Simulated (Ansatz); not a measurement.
# Si3N4: further runs on the relaxed cell, part 2 of 2

Aim: for Si3N4, fit an equation of state.

Ansatz 0.2.0; DFT r2SCAN, scalar-relativistic, plane waves, PAW.

## (7) Volume × 1.10

Contents of input.yaml:

```yaml
crystal:
  lattice:
    - [0.0, 3.9899014676, 3.9899014676]
    - [3.9899014676, 0.0, 3.9899014676]
    - [3.9899014676, 3.9899014676, 0.0]
  atoms:
    - { symbol: Si, position: [0.125, 0.125, 0.625] }
    - { symbol: Si, position: [0.125, 0.625, 0.125] }
    - { symbol: Si, position: [0.625, 0.125, 0.125] }
    - { symbol: Si, position: [0.125, 0.125, 0.125] }
    - { symbol: Si, position: [0.75, 0.75, 0.75] }
    - { symbol: Si, position: [0.5, 0.5, 0.5] }
    - { symbol: "N", position: [0.3672118172, 0.3672118172, 0.3672118172] }
    - { symbol: "N", position: [0.3516354516, 0.8827881828, 0.8827881828] }
    - { symbol: "N", position: [0.8827881828, 0.8827881828, 0.3516354516] }
    - { symbol: "N", position: [0.8827881828, 0.3516354516, 0.8827881828] }
    - { symbol: "N", position: [0.3672118172, 0.3672118172, 0.8983645484] }
    - { symbol: "N", position: [0.3672118172, 0.8983645484, 0.3672118172] }
    - { symbol: "N", position: [0.8827881828, 0.8827881828, 0.8827881828] }
    - { symbol: "N", position: [0.8983645484, 0.3672118172, 0.3672118172] }
basis:
  ecutwfc: 500
kpoints:
  mp_grid: { grid: [6, 6, 6] }
hamiltonian:
  xc: r2scan
scf:
  occupations: { method: gaussian, width: 0.02 }
output:
  forces: true
  stress: true
  eigenvalues: true
relax:
  adjacent_minimum: "off"
  f_tol: 0.01
  max_steps: 30
```

Launch:

```bash
$ ansatz run input.yaml --threads 4 --pin off --max-ram 10240MiB --backend cpu --events-out ev --progress --plain --runs-dir out
```

The log of the run, cut to the lines that bear on the results:

```text
Warning: output.stress: scf.convergence.dr2_threshold = 1e-7 eV (the SCF's general default) is looser than the 1.4e-9 eV advised for a printed stress (1e-10 eV for each atom of the cell: 14). What an SCF threshold leaves in a stress goes as its square root, and in the free energy as the [...]
Warning: RAYON_NUM_THREADS=4 ignored (pool sized by the plan → 4); use --threads N
[...]
Pseudopotentials: kind: paw
Pseudopotential: Si, paw, valence charge 4, recommended cutoff 500 eV (meta_gga), Si.paw.azcp
Pseudopotential: N, paw, valence charge 5, recommended cutoff 500 eV (meta_gga), N.paw.azcp
Functional definition: r2SCAN
[...]
Crystal: 14 atoms, lattice volume = 127.033 Å³
Basis set: ecut = 500 eV, 3215 PW (Γ), exchange–correlation on 180×180×180 points (64 copies of the dense FFT grid, shifted against one another)
Bands: 46, of which v1, the nominal top of the filled ones, is band 32 counted from 1 (31 counted from 0)
Symmetry: 48 space group operations
Space group: Fd-3m (ITA 227), of the structure as read, at distance tolerance 5.0e-5 Å
[...]
--- Relaxed structure (3 steps of the walk, 3 accepted, 0 SCFs on fresh bases) ---
  F+E_penalty+E_count = -6927.61466614 eV   max|allowed force component| = 2.221e-4 eV/Å
  atoms:
    - { symbol: Si, position: [0.125, 0.125, 0.625] }
    - { symbol: Si, position: [0.125, 0.625, 0.125] }
    - { symbol: Si, position: [0.625, 0.125, 0.125] }
    - { symbol: Si, position: [0.125, 0.125, 0.125] }
    - { symbol: Si, position: [0.7500000000000001, 0.7500000000000001, 0.7500000000000001] }
    - { symbol: Si, position: [0.5, 0.5, 0.5] }
    - { symbol: N, position: [0.36694636302031386, 0.36694636302031386, 0.36694636302031386] }
    - { symbol: N, position: [0.3508390890609413, 0.8830536369796863, 0.8830536369796862] }
    - { symbol: N, position: [0.8830536369796863, 0.8830536369796863, 0.3508390890609413] }
    - { symbol: N, position: [0.8830536369796863, 0.3508390890609413, 0.8830536369796862] }
    - { symbol: N, position: [0.36694636302031386, 0.36694636302031386, 0.8991609109390586] }
    - { symbol: N, position: [0.36694636302031386, 0.8991609109390586, 0.3669463630203138] }
    - { symbol: N, position: [0.8830536369796863, 0.8830536369796863, 0.8830536369796863] }
    - { symbol: N, position: [0.8991609109390586, 0.36694636302031386, 0.3669463630203138] }
```

Wall time 10 s (4 threads of AMD EPYC 7R43 (Zen 3), shared host); peak memory 0.95 GiB.

Step by step:

```
step  E - E(step 1) (eV/cell)  largest force component (eV/Å)
   1                   0.0000                          0.0806
   2                  -0.0016                          0.0381
   3                  -0.0021                          0.0002
```

Step 1 is the start.

## (8) Volume × 0.88

Contents of input.yaml:

```yaml
crystal:
  lattice:
    - [0.0, 3.7038964198, 3.7038964198]
    - [3.7038964198, 0.0, 3.7038964198]
    - [3.7038964198, 3.7038964198, 0.0]
  atoms:
    - { symbol: Si, position: [0.125, 0.125, 0.625] }
    - { symbol: Si, position: [0.125, 0.625, 0.125] }
    - { symbol: Si, position: [0.625, 0.125, 0.125] }
    - { symbol: Si, position: [0.125, 0.125, 0.125] }
    - { symbol: Si, position: [0.75, 0.75, 0.75] }
    - { symbol: Si, position: [0.5, 0.5, 0.5] }
    - { symbol: "N", position: [0.368038805, 0.368038805, 0.368038805] }
    - { symbol: "N", position: [0.3541164149, 0.881961195, 0.881961195] }
    - { symbol: "N", position: [0.881961195, 0.881961195, 0.3541164149] }
    - { symbol: "N", position: [0.881961195, 0.3541164149, 0.881961195] }
    - { symbol: "N", position: [0.368038805, 0.368038805, 0.8958835851] }
    - { symbol: "N", position: [0.368038805, 0.8958835851, 0.368038805] }
    - { symbol: "N", position: [0.881961195, 0.881961195, 0.881961195] }
    - { symbol: "N", position: [0.8958835851, 0.368038805, 0.368038805] }
basis:
  ecutwfc: 500
kpoints:
  mp_grid: { grid: [6, 6, 6] }
hamiltonian:
  xc: r2scan
scf:
  occupations: { method: gaussian, width: 0.02 }
output:
  forces: true
  stress: true
  eigenvalues: true
relax:
  adjacent_minimum: "off"
  f_tol: 0.01
  max_steps: 30
```

Launch:

```bash
$ ansatz run input.yaml --threads 4 --pin off --max-ram 10240MiB --backend cpu --events-out ev --progress --plain --runs-dir out
```

The log of the run, cut to the lines that bear on the results:

```text
Warning: output.stress: scf.convergence.dr2_threshold = 1e-7 eV (the SCF's general default) is looser than the 1.4e-9 eV advised for a printed stress (1e-10 eV for each atom of the cell: 14). What an SCF threshold leaves in a stress goes as its square root, and in the free energy as the [...]
Warning: RAYON_NUM_THREADS=4 ignored (pool sized by the plan → 4); use --threads N
[...]
Pseudopotentials: kind: paw
Pseudopotential: Si, paw, valence charge 4, recommended cutoff 500 eV (meta_gga), Si.paw.azcp
Pseudopotential: N, paw, valence charge 5, recommended cutoff 500 eV (meta_gga), N.paw.azcp
Functional definition: r2SCAN
[...]
Crystal: 14 atoms, lattice volume = 101.626 Å³
Basis set: ecut = 500 eV, 2637 PW (Γ), exchange–correlation on 160×160×160 points (64 copies of the dense FFT grid, shifted against one another)
Bands: 46, of which v1, the nominal top of the filled ones, is band 32 counted from 1 (31 counted from 0)
Symmetry: 48 space group operations
Space group: Fd-3m (ITA 227), of the structure as read, at distance tolerance 4.7e-5 Å
[...]
--- Relaxed structure (3 steps of the walk, 3 accepted, 0 SCFs on fresh bases) ---
  F+E_penalty+E_count = -6926.52974201 eV   max|allowed force component| = 2.740e-5 eV/Å
  atoms:
    - { symbol: Si, position: [0.125, 0.125, 0.625] }
    - { symbol: Si, position: [0.125, 0.625, 0.125] }
    - { symbol: Si, position: [0.625, 0.125, 0.125] }
    - { symbol: Si, position: [0.125, 0.125, 0.125] }
    - { symbol: Si, position: [0.75, 0.75, 0.75] }
    - { symbol: Si, position: [0.5, 0.5, 0.5] }
    - { symbol: N, position: [0.36817800533113415, 0.36817800533113415, 0.36817800533113415] }
    - { symbol: N, position: [0.35453401599340206, 0.8818219946688659, 0.881821994668866] }
    - { symbol: N, position: [0.8818219946688659, 0.8818219946688659, 0.35453401599340206] }
    - { symbol: N, position: [0.8818219946688659, 0.35453401599340206, 0.881821994668866] }
    - { symbol: N, position: [0.36817800533113415, 0.36817800533113415, 0.8954659840065979] }
    - { symbol: N, position: [0.36817800533113415, 0.8954659840065979, 0.3681780053311342] }
    - { symbol: N, position: [0.8818219946688659, 0.8818219946688659, 0.8818219946688659] }
    - { symbol: N, position: [0.8954659840065979, 0.36817800533113415, 0.3681780053311342] }
```

It took 9 s on 4 threads of AMD EPYC 7R43 (Zen 3), shared host; peak memory 0.79 GiB.

Relaxation path:

| step | energy from step 1 (eV/cell) | largest force component (eV/Å) |
| --- | --- | --- |
| 1 | 0.0000 | 0.0713 |
| 2 | -0.0007 | 0.0328 |
| 3 | -0.0009 | 0.0000 |

Step 1 is the start.

## (9) Equation of state

| volume (Å³/atom) | energy above the lowest point (meV/atom) | pressure (GPa) | gap on the mesh (eV) |
| --- | --- | --- | --- |
| 7.259 | 147.7 | 53.20 | 4.59 |
| 7.506 | 78.6 | 36.72 | 4.45 |
| 7.754 | 33.1 | 22.58 | 4.31 |
| 8.001 | 7.9 | 10.43 | 4.17 |
| 8.249 | 0.0 | 0.00 | 4.03 |
| 8.496 | 7.1 | -8.94 | 3.90 |
| 8.744 | 27.0 | -16.61 | 3.78 |
| 9.074 | 70.2 | -25.13 | 3.62 |

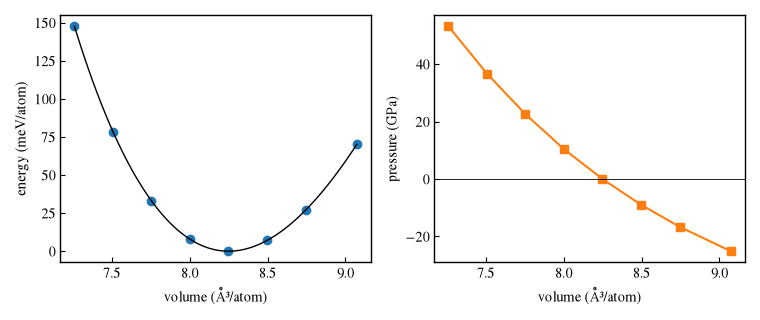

Energy with the third-order Birch-Murnaghan fit and pressure against volume.

## (10) Results

This closing draws on all 2 parts.

| quantity | value |
| --- | --- |
| equilibrium volume of the fit | 8.25 Å³/atom |
| bulk modulus | 321 GPa |
| its pressure derivative | 4.1 |

The fit puts the minimum at 8.25 Å³/atom with B = 321 GPa and B' = 4.1. A measured bulk modulus of Si3N4 is 308 GPa (powder; quoted in “Elastic and structural instability of cubic Sn3N4 and C3N4 under pressure”, 2010, arxiv:1003.2387); the calculated 321 GPa misses it by +4.2 %. 2 values of this kind are on record (290 to 308 GPa); this one was drawn at random among those near their median, those with a stated uncertainty first. The calculation is for zero temperature. The gap on the mesh goes from 4.59 eV at the smallest volume to 3.62 eV at the largest.
